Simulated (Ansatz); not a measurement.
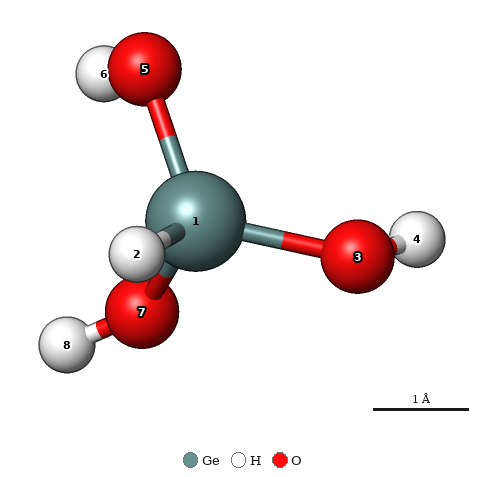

The starting structure (ball-and-stick view, seen at a tilt; atoms are numbered from 1 in the order of the input). Sticks mark near contacts. Bond lengths as drawn: Ge–H 1.61 Å, Ge–O 1.75 to 1.76 Å and H–O 0.92 to 0.94 Å.

**Run report: GeH₄O₃, molecular dynamics (part 1 of 4)**

GeH₄O₃, computed with RKS B3LYP-D4/def2-SVP (Ansatz 0.2.0).

It belongs to a series of runs on one base structure; here: dynamics from the last frame of an earlier run. Figures and captions count atoms from 1; the log counts them from 0 in places.

What the program printed
```
Engine: ansatz 0.2.0, x86_64-unknown-linux-gnu
Functional definition: B3LYP
  parameter a0 = 0.2
  parameter ax = 0.72
  parameter ac = 0.81
  exchange = (1 - a0 - ax)*slater_x + ax*b88_x + a0*exact_x
  correlation = (1 - ac)*vwn_rpa_c + ac*lyp_c
978 factors; integrals over basis functions are off by at most 2.1e-4 eV
mean field evaluation 1: about -62702.6257 eV, gradient 8.7e1 eV
mean field evaluation 2: about -62680.1460 eV, gradient 1.4e2 eV
mean field evaluation 4: about -62715.0365 eV, gradient 4.5e0 eV
mean field evaluation 8: about -62715.0858 eV, gradient 3.6e-2 eV
mean field -62715.08576987 eV, -2304.7368922309 hartree, gradient 1.8e-5 eV, S^2 0.000000; 0 other end points of the search recorded, 0 dependent functions left out
the calculation of the forces begins
reference -62715.08598376 eV, -2304.7369000911 hartree; 30, 30 occupied and 64, 64 virtual orbitals, 978 factors
md step     0: t =     0.00 fs  T =   612.5 K  F+E_penalty+E_count = -62715.30014968 eV  E_kin = 0.633374 eV  (24 SCF iters)
these checks for a lower state are left out or cut short: starts, cluster_reference, orbital_swaps, neighbouring_geometries, increment
978 factors; integrals over basis functions are off by at most 2.2e-4 eV
mean field evaluation 16: about -62715.0838 eV, gradient 1.9e0 eV
mean field -62715.10645569 eV, -2304.7376524208 hartree, gradient 6.2e-5 eV, S^2 0.000000; 0 other end points of the search recorded, 0 dependent functions left out
the calculation of the forces begins
reference -62715.10667029 eV, -2304.7376603070 hartree; 30, 30 occupied and 64, 64 virtual orbitals, 978 factors
md step     1: t =     0.50 fs  T =   654.9 K  F+E_penalty+E_count = -62715.32112118 eV  E_kin = 0.677234 eV  (26 SCF iters, 3 dispersion substeps)
[... from here on the SCF iterations and repeated set-up lines of each step are left out, up to the last step ...]
md step     2: t =     1.00 fs  T =   663.5 K  F+E_penalty+E_count = -62715.32955814 eV  E_kin = 0.686099 eV  (26 SCF iters, 3 dispersion substeps)
md step     3: t =     1.50 fs  T =   668.0 K  F+E_penalty+E_count = -62715.31860183 eV  E_kin = 0.690758 eV  (26 SCF iters, 3 dispersion substeps)
md step     4: t =     2.00 fs  T =   617.9 K  F+E_penalty+E_count = -62715.28942406 eV  E_kin = 0.638918 eV  (26 SCF iters, 3 dispersion substeps)
md step     5: t =     2.50 fs  T =   571.5 K  F+E_penalty+E_count = -62715.25623247 eV  E_kin = 0.590951 eV  (26 SCF iters, 3 dispersion substeps)
md step     6: t =     3.00 fs  T =   563.1 K  F+E_penalty+E_count = -62715.23921845 eV  E_kin = 0.582255 eV  (27 SCF iters, 3 dispersion substeps)
md step     7: t =     3.50 fs  T =   572.0 K  F+E_penalty+E_count = -62715.25417731 eV  E_kin = 0.591475 eV  (27 SCF iters, 3 dispersion substeps)
md step     8: t =     4.00 fs  T =   650.3 K  F+E_penalty+E_count = -62715.29236071 eV  E_kin = 0.672495 eV  (27 SCF iters, 3 dispersion substeps)
md step     9: t =     4.50 fs  T =   679.9 K  F+E_penalty+E_count = -62715.33534865 eV  E_kin = 0.703088 eV  (26 SCF iters, 3 dispersion substeps)
md step    10: t =     5.00 fs  T =   722.5 K  F+E_penalty+E_count = -62715.36309020 eV  E_kin = 0.747157 eV  (26 SCF iters, 3 dispersion substeps)
md step    11: t =     5.50 fs  T =   697.4 K  F+E_penalty+E_count = -62715.35827382 eV  E_kin = 0.721135 eV  (26 SCF iters, 3 dispersion substeps)
md step    12: t =     6.00 fs  T =   687.2 K  F+E_penalty+E_count = -62715.31932607 eV  E_kin = 0.710581 eV  (25 SCF iters, 3 dispersion substeps)
md step    13: t =     6.50 fs  T =   638.8 K  F+E_penalty+E_count = -62715.25597886 eV  E_kin = 0.660536 eV  (26 SCF iters, 3 dispersion substeps)
md step    14: t =     7.00 fs  T =   596.5 K  F+E_penalty+E_count = -62715.19849446 eV  E_kin = 0.616789 eV  (26 SCF iters, 3 dispersion substeps)
md step    15: t =     7.50 fs  T =   620.6 K  F+E_penalty+E_count = -62715.17517139 eV  E_kin = 0.641721 eV  (26 SCF iters, 3 dispersion substeps)
md step    16: t =     8.00 fs  T =   636.1 K  F+E_penalty+E_count = -62715.19098039 eV  E_kin = 0.657778 eV  (26 SCF iters, 3 dispersion substeps)
md step    17: t =     8.50 fs  T =   641.0 K  F+E_penalty+E_count = -62715.23342619 eV  E_kin = 0.662808 eV  (26 SCF iters, 3 dispersion substeps)
md step    18: t =     9.00 fs  T =   628.0 K  F+E_penalty+E_count = -62715.27150931 eV  E_kin = 0.649434 eV  (26 SCF iters, 3 dispersion substeps)
md step    19: t =     9.50 fs  T =   603.8 K  F+E_penalty+E_count = -62715.29224582 eV  E_kin = 0.624359 eV  (26 SCF iters, 3 dispersion substeps)
md step    20: t =    10.00 fs  T =   604.7 K  F+E_penalty+E_count = -62715.29288373 eV  E_kin = 0.625326 eV  (26 SCF iters, 3 dispersion substeps)
md step    21: t =    10.50 fs  T =   635.2 K  F+E_penalty+E_count = -62715.28111172 eV  E_kin = 0.656832 eV  (26 SCF iters, 3 dispersion substeps)
md step    22: t =    11.00 fs  T =   613.2 K  F+E_penalty+E_count = -62715.27028398 eV  E_kin = 0.634059 eV  (27 SCF iters, 3 dispersion substeps)
md step    23: t =    11.50 fs  T =   652.8 K  F+E_penalty+E_count = -62715.27589885 eV  E_kin = 0.675017 eV  (26 SCF iters, 3 dispersion substeps)
md step    24: t =    12.00 fs  T =   647.9 K  F+E_penalty+E_count = -62715.30311524 eV  E_kin = 0.669967 eV  (27 SCF iters, 3 dispersion substeps)
md step    25: t =    12.50 fs  T =   642.8 K  F+E_penalty+E_count = -62715.34097893 eV  E_kin = 0.664694 eV  (27 SCF iters, 3 dispersion substeps)
md step    26: t =    13.00 fs  T =   726.0 K  F+E_penalty+E_count = -62715.38024862 eV  E_kin = 0.750776 eV  (27 SCF iters, 3 dispersion substeps)
md step    27: t =    13.50 fs  T =   748.3 K  F+E_penalty+E_count = -62715.40481489 eV  E_kin = 0.773837 eV  (26 SCF iters, 3 dispersion substeps)
md step    28: t =    14.00 fs  T =   746.6 K  F+E_penalty+E_count = -62715.39704475 eV  E_kin = 0.772016 eV  (26 SCF iters, 3 dispersion substeps)
md step    29: t =    14.50 fs  T =   735.1 K  F+E_penalty+E_count = -62715.35167938 eV  E_kin = 0.760162 eV  (26 SCF iters, 3 dispersion substeps)
md step    30: t =    15.00 fs  T =   673.2 K  F+E_penalty+E_count = -62715.29314859 eV  E_kin = 0.696124 eV  (26 SCF iters, 3 dispersion substeps)
md step    31: t =    15.50 fs  T =   589.8 K  F+E_penalty+E_count = -62715.25836210 eV  E_kin = 0.609921 eV  (25 SCF iters, 3 dispersion substeps)
md step    32: t =    16.00 fs  T =   556.8 K  F+E_penalty+E_count = -62715.27083562 eV  E_kin = 0.575755 eV  (26 SCF iters, 3 dispersion substeps)
md step    33: t =    16.50 fs  T =   568.3 K  F+E_penalty+E_count = -62715.32830352 eV  E_kin = 0.587662 eV  (26 SCF iters, 3 dispersion substeps)
md step    34: t =    17.00 fs  T =   642.3 K  F+E_penalty+E_count = -62715.39807888 eV  E_kin = 0.664188 eV  (26 SCF iters, 3 dispersion substeps)
md step    35: t =    17.50 fs  T =   690.4 K  F+E_penalty+E_count = -62715.44313843 eV  E_kin = 0.713974 eV  (26 SCF iters, 3 dispersion substeps)
md step    36: t =    18.00 fs  T =   720.0 K  F+E_penalty+E_count = -62715.44474639 eV  E_kin = 0.744566 eV  (26 SCF iters, 3 dispersion substeps)
md step    37: t =    18.50 fs  T =   627.2 K  F+E_penalty+E_count = -62715.41079415 eV  E_kin = 0.648597 eV  (26 SCF iters, 3 dispersion substeps)
md step    38: t =    19.00 fs  T =   559.5 K  F+E_penalty+E_count = -62715.36504712 eV  E_kin = 0.578617 eV  (26 SCF iters, 3 dispersion substeps)
md step    39: t =    19.50 fs  T =   505.0 K  F+E_penalty+E_count = -62715.33685892 eV  E_kin = 0.522236 eV  (28 SCF iters, 3 dispersion substeps)
md step    40: t =    20.00 fs  T =   544.6 K  F+E_penalty+E_count = -62715.34746245 eV  E_kin = 0.563186 eV  (27 SCF iters, 3 dispersion substeps)
md step    41: t =    20.50 fs  T =   571.8 K  F+E_penalty+E_count = -62715.39157533 eV  E_kin = 0.591326 eV  (26 SCF iters, 3 dispersion substeps)
md step    42: t =    21.00 fs  T =   648.1 K  F+E_penalty+E_count = -62715.45029161 eV  E_kin = 0.670139 eV  (27 SCF iters, 3 dispersion substeps)
md step    43: t =    21.50 fs  T =   740.0 K  F+E_penalty+E_count = -62715.51154987 eV  E_kin = 0.765185 eV  (26 SCF iters, 3 dispersion substeps)
md step    44: t =    22.00 fs  T =   863.0 K  F+E_penalty+E_count = -62715.55337096 eV  E_kin = 0.892427 eV  (26 SCF iters, 3 dispersion substeps)
md step    45: t =    22.50 fs  T =   749.7 K  F+E_penalty+E_count = -62715.54855599 eV  E_kin = 0.775214 eV  (26 SCF iters, 3 dispersion substeps)
md step    46: t =    23.00 fs  T =   737.4 K  F+E_penalty+E_count = -62715.50059576 eV  E_kin = 0.762489 eV  (26 SCF iters, 3 dispersion substeps)
md step    47: t =    23.50 fs  T =   681.3 K  F+E_penalty+E_count = -62715.43083279 eV  E_kin = 0.704564 eV  (26 SCF iters, 3 dispersion substeps)
md step    48: t =    24.00 fs  T =   623.0 K  F+E_penalty+E_count = -62715.37836404 eV  E_kin = 0.644238 eV  (26 SCF iters, 3 dispersion substeps)
md step    49: t =    24.50 fs  T =   609.8 K  F+E_penalty+E_count = -62715.37959841 eV  E_kin = 0.630619 eV  (26 SCF iters, 3 dispersion substeps)
md step    50: t =    25.00 fs  T =   696.6 K  F+E_penalty+E_count = -62715.43735423 eV  E_kin = 0.720312 eV  (26 SCF iters, 3 dispersion substeps)
md step    51: t =    25.50 fs  T =   745.6 K  F+E_penalty+E_count = -62715.50867223 eV  E_kin = 0.771029 eV  (26 SCF iters, 3 dispersion substeps)
md step    52: t =    26.00 fs  T =   733.2 K  F+E_penalty+E_count = -62715.54774068 eV  E_kin = 0.758214 eV  (26 SCF iters, 3 dispersion substeps)
md step    53: t =    26.50 fs  T =   686.7 K  F+E_penalty+E_count = -62715.53703169 eV  E_kin = 0.710064 eV  (26 SCF iters, 3 dispersion substeps)
md step    54: t =    27.00 fs  T =   620.1 K  F+E_penalty+E_count = -62715.48247987 eV  E_kin = 0.641217 eV  (26 SCF iters, 3 dispersion substeps)
md step    55: t =    27.50 fs  T =   514.7 K  F+E_penalty+E_count = -62715.40558168 eV  E_kin = 0.532251 eV  (26 SCF iters, 3 dispersion substeps)
md step    56: t =    28.00 fs  T =   425.9 K  F+E_penalty+E_count = -62715.33031020 eV  E_kin = 0.440370 eV  (26 SCF iters, 3 dispersion substeps)
md step    57: t =    28.50 fs  T =   346.3 K  F+E_penalty+E_count = -62715.27471616 eV  E_kin = 0.358133 eV  (27 SCF iters, 3 dispersion substeps)
md step    58: t =    29.00 fs  T =   385.8 K  F+E_penalty+E_count = -62715.25261648 eV  E_kin = 0.398918 eV  (26 SCF iters, 3 dispersion substeps)
md step    59: t =    29.50 fs  T =   437.1 K  F+E_penalty+E_count = -62715.26807666 eV  E_kin = 0.451960 eV  (27 SCF iters, 3 dispersion substeps)
md step    60: t =    30.00 fs  T =   433.8 K  F+E_penalty+E_count = -62715.31506109 eV  E_kin = 0.448592 eV  (27 SCF iters, 3 dispersion substeps)
md step    61: t =    30.50 fs  T =   508.3 K  F+E_penalty+E_count = -62715.37341234 eV  E_kin = 0.525595 eV  (27 SCF iters, 3 dispersion substeps)
md step    62: t =    31.00 fs  T =   538.2 K  F+E_penalty+E_count = -62715.40881856 eV  E_kin = 0.556570 eV  (26 SCF iters, 3 dispersion substeps)
md step    63: t =    31.50 fs  T =   530.3 K  F+E_penalty+E_count = -62715.39554320 eV  E_kin = 0.548413 eV  (26 SCF iters, 3 dispersion substeps)
md step    64: t =    32.00 fs  T =   489.6 K  F+E_penalty+E_count = -62715.32973722 eV  E_kin = 0.506269 eV  (26 SCF iters, 3 dispersion substeps)
md step    65: t =    32.50 fs  T =   383.7 K  F+E_penalty+E_count = -62715.24290414 eV  E_kin = 0.396806 eV  (26 SCF iters, 3 dispersion substeps)
md step    66: t =    33.00 fs  T =   304.7 K  F+E_penalty+E_count = -62715.19859391 eV  E_kin = 0.315044 eV  (26 SCF iters, 3 dispersion substeps)
md step    67: t =    33.50 fs  T =   365.7 K  F+E_penalty+E_count = -62715.23551327 eV  E_kin = 0.378150 eV  (26 SCF iters, 3 dispersion substeps)
md step    68: t =    34.00 fs  T =   428.6 K  F+E_penalty+E_count = -62715.32779458 eV  E_kin = 0.443235 eV  (26 SCF iters, 3 dispersion substeps)
md step    69: t =    34.50 fs  T =   507.1 K  F+E_penalty+E_count = -62715.41816934 eV  E_kin = 0.524419 eV  (26 SCF iters, 3 dispersion substeps)
md step    70: t =    35.00 fs  T =   597.1 K  F+E_penalty+E_count = -62715.46630235 eV  E_kin = 0.617415 eV  (26 SCF iters, 3 dispersion substeps)
md step    71: t =    35.50 fs  T =   660.6 K  F+E_penalty+E_count = -62715.45830840 eV  E_kin = 0.683064 eV  (26 SCF iters, 3 dispersion substeps)
md step    72: t =    36.00 fs  T =   669.9 K  F+E_penalty+E_count = -62715.40096044 eV  E_kin = 0.692689 eV  (26 SCF iters, 3 dispersion substeps)
md step    73: t =    36.50 fs  T =   574.8 K  F+E_penalty+E_count = -62715.31854056 eV  E_kin = 0.594439 eV  (27 SCF iters, 3 dispersion substeps)
md step    74: t =    37.00 fs  T =   522.8 K  F+E_penalty+E_count = -62715.25097072 eV  E_kin = 0.540583 eV  (27 SCF iters, 3 dispersion substeps)
md step    75: t =    37.50 fs  T =   471.8 K  F+E_penalty+E_count = -62715.22127076 eV  E_kin = 0.487864 eV  (27 SCF iters, 3 dispersion substeps)
md step    76: t =    38.00 fs  T =   557.7 K  F+E_penalty+E_count = -62715.23312842 eV  E_kin = 0.576745 eV  (27 SCF iters, 3 dispersion substeps)
md step    77: t =    38.50 fs  T =   606.3 K  F+E_penalty+E_count = -62715.29382090 eV  E_kin = 0.626957 eV  (26 SCF iters, 3 dispersion substeps)
md step    78: t =    39.00 fs  T =   691.8 K  F+E_penalty+E_count = -62715.39332409 eV  E_kin = 0.715384 eV  (26 SCF iters, 3 dispersion substeps)
md step    79: t =    39.50 fs  T =   807.1 K  F+E_penalty+E_count = -62715.50417382 eV  E_kin = 0.834648 eV  (26 SCF iters, 3 dispersion substeps)
md step    80: t =    40.00 fs  T =   845.8 K  F+E_penalty+E_count = -62715.58725519 eV  E_kin = 0.874644 eV  (26 SCF iters, 3 dispersion substeps)
md step    81: t =    40.50 fs  T =   779.1 K  F+E_penalty+E_count = -62715.60668017 eV  E_kin = 0.805617 eV  (26 SCF iters, 3 dispersion substeps)
md step    82: t =    41.00 fs  T =   679.3 K  F+E_penalty+E_count = -62715.55029812 eV  E_kin = 0.702463 eV  (26 SCF iters, 3 dispersion substeps)
md step    83: t =    41.50 fs  T =   594.7 K  F+E_penalty+E_count = -62715.45555171 eV  E_kin = 0.614920 eV  (26 SCF iters, 3 dispersion substeps)
md step    84: t =    42.00 fs  T =   500.0 K  F+E_penalty+E_count = -62715.38968533 eV  E_kin = 0.517003 eV  (26 SCF iters, 3 dispersion substeps)
md step    85: t =    42.50 fs  T =   509.8 K  F+E_penalty+E_count = -62715.40086053 eV  E_kin = 0.527131 eV  (26 SCF iters, 3 dispersion substeps)
md step    86: t =    43.00 fs  T =   624.3 K  F+E_penalty+E_count = -62715.48091254 eV  E_kin = 0.645625 eV  (26 SCF iters, 3 dispersion substeps)
md step    87: t =    43.50 fs  T =   689.2 K  F+E_penalty+E_count = -62715.57787988 eV  E_kin = 0.712673 eV  (27 SCF iters, 3 dispersion substeps)
md step    88: t =    44.00 fs  T =   720.6 K  F+E_penalty+E_count = -62715.63564523 eV  E_kin = 0.745177 eV  (26 SCF iters, 3 dispersion substeps)
md step    89: t =    44.50 fs  T =   686.5 K  F+E_penalty+E_count = -62715.62592416 eV  E_kin = 0.709888 eV  (26 SCF iters, 3 dispersion substeps)
md step    90: t =    45.00 fs  T =   513.7 K  F+E_penalty+E_count = -62715.56506342 eV  E_kin = 0.531202 eV  (26 SCF iters, 3 dispersion substeps)
md step    91: t =    45.50 fs  T =   451.3 K  F+E_penalty+E_count = -62715.48284704 eV  E_kin = 0.466637 eV  (25 SCF iters, 3 dispersion substeps)
md step    92: t =    46.00 fs  T =   415.0 K  F+E_penalty+E_count = -62715.39787901 eV  E_kin = 0.429155 eV  (27 SCF iters, 3 dispersion substeps)
md step    93: t =    46.50 fs  T =   378.4 K  F+E_penalty+E_count = -62715.33609128 eV  E_kin = 0.391334 eV  (27 SCF iters, 3 dispersion substeps)
md step    94: t =    47.00 fs  T =   357.9 K  F+E_penalty+E_count = -62715.31306029 eV  E_kin = 0.370116 eV  (27 SCF iters, 3 dispersion substeps)
md step    95: t =    47.50 fs  T =   367.1 K  F+E_penalty+E_count = -62715.32622027 eV  E_kin = 0.379627 eV  (27 SCF iters, 3 dispersion substeps)
md step    96: t =    48.00 fs  T =   417.7 K  F+E_penalty+E_count = -62715.36892247 eV  E_kin = 0.431983 eV  (27 SCF iters, 3 dispersion substeps)
md step    97: t =    48.50 fs  T =   476.2 K  F+E_penalty+E_count = -62715.42564538 eV  E_kin = 0.492476 eV  (27 SCF iters, 3 dispersion substeps)
md step    98: t =    49.00 fs  T =   532.2 K  F+E_penalty+E_count = -62715.47143104 eV  E_kin = 0.550293 eV  (26 SCF iters, 3 dispersion substeps)
md step    99: t =    49.50 fs  T =   528.7 K  F+E_penalty+E_count = -62715.48518490 eV  E_kin = 0.546766 eV  (26 SCF iters, 3 dispersion substeps)
these checks for a lower state are left out or cut short: starts, cluster_reference, orbital_swaps, neighbouring_geometries, increment
978 factors; integrals over basis functions are off by at most 5.2e-4 eV
mean field -62715.24871274 eV, -2304.7428802709 hartree, gradient 5.2e-5 eV, S^2 0.000000; 0 other end points of the search recorded, 0 dependent functions left out
the calculation of the forces begins
reference -62715.24892063 eV, -2304.7428879108 hartree; 30, 30 occupied and 64, 64 virtual orbitals, 978 factors
978 factors; integrals over basis functions are off by at most 5.2e-4 eV
mean field evaluation 608: about -62715.2487 eV, gradient 6.2e-4 eV
mean field -62715.24871274 eV, -2304.7428802709 hartree, gradient 5.2e-5 eV, S^2 0.000000; 1 other end points of the search recorded, 0 dependent functions left out
the calculation of the forces begins
reference -62715.24892063 eV, -2304.7428879108 hartree; 30, 30 occupied and 64, 64 virtual orbitals, 978 factors
md step   100: t =    50.00 fs  T =   515.6 K  F+E_penalty+E_count = -62715.46184463 eV  E_kin = 0.533143 eV  (26 SCF iters, 3 dispersion substeps)
```

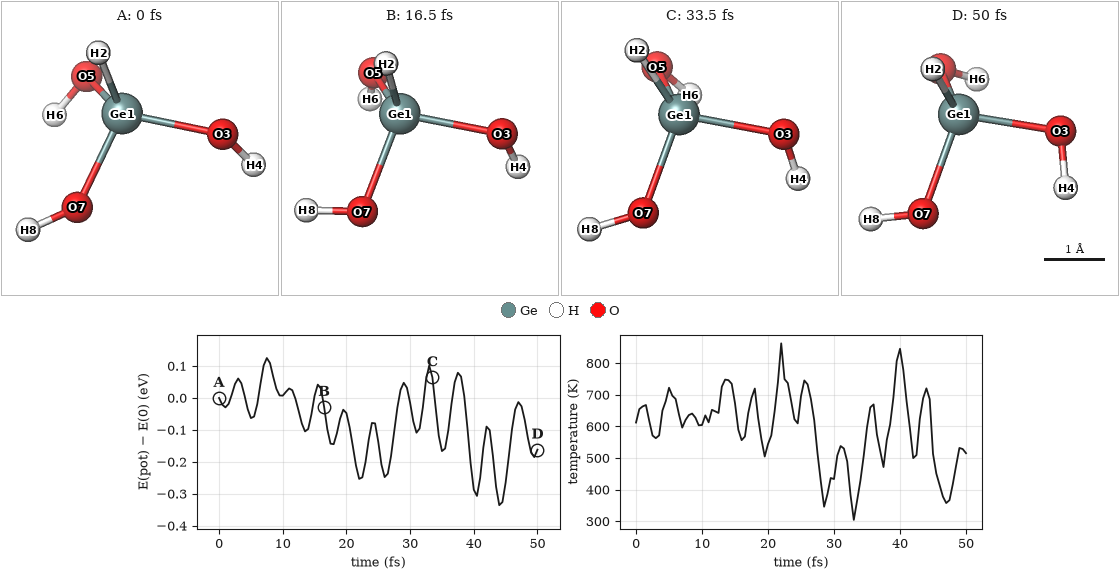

Frames of the molecular dynamics (ball-and-stick, seen at a tilt) above the curves, on which the letters mark them. The trajectory kept here has 101 frames over 50 fs. The temperature starts at 612 K, ranges from 305 to 863 K and averages 546 K over the second half. The potential energy ends 0.162 eV below its first value. After an unweighted best fit of the last frame on the first, the root-mean-square displacement is 0.51 Å, and H6 has moved furthest (0.91 Å).

```
Total energy: -62715.46205253 eV, -2304.7507203633 hartree
Atom 0 at    -0.078645    -0.131167     0.142006 Å, force    -0.146261     0.117317     0.720361 eV/Å
Atom 1 at     0.103527    -0.243244     1.720224 Å, force    -0.431989     0.591638    -0.858936 eV/Å
Atom 2 at     1.459876     0.012927    -0.664221 Å, force     0.824939    -0.286237    -0.440104 eV/Å
Atom 3 at     1.578613    -0.845834    -1.100376 Å, force     0.352477     0.113666    -0.126123 eV/Å
Atom 4 at    -1.011984     1.242054    -0.526257 Å, force    -1.052604    -1.218343     2.798267 eV/Å
Atom 5 at    -0.745860     1.562973    -1.356518 Å, force     0.918388     0.500462    -1.924265 eV/Å
Atom 6 at    -0.568223    -1.774562    -0.378632 Å, force     0.244635     0.481624    -0.100798 eV/Å
Atom 7 at    -1.517938    -1.866534    -0.368589 Å, force    -0.709586    -0.300127    -0.068401 eV/Å
Dipole moment:    -0.244422    -0.148688    -0.095486 e Å
```

Trajectory as extended XYZ (Å, eV, eV/Å), 88 of the 101 frames kept, from step=0 to step=100
```
8
Properties=species:S:1:pos:R:3:forces:R:3 step=0 time_fs=0.0 energy=-62715.30015 temperature=612.5
Ge   -0.0048   -0.0451    0.2304   -0.2016  -0.6947   1.6277
H     0.2154    0.1733    1.8104   -0.0297  -0.1684  -1.2123
O     1.5833   -0.0528   -0.4947    0.3089   0.4220   1.1977
H     1.7506   -0.0848   -1.4235   -0.1916  -0.0684  -1.1260
O    -1.2333    1.0745   -0.3281    0.8900   1.5247   0.3929
H    -1.9234    0.5973   -0.7543   -1.0086  -0.7243  -0.7621
O    -0.7019   -1.5757   -0.2784    1.7858   0.7028  -1.1566
H    -1.3716   -2.1596   -0.0213   -1.5531  -0.9937   1.0388
```
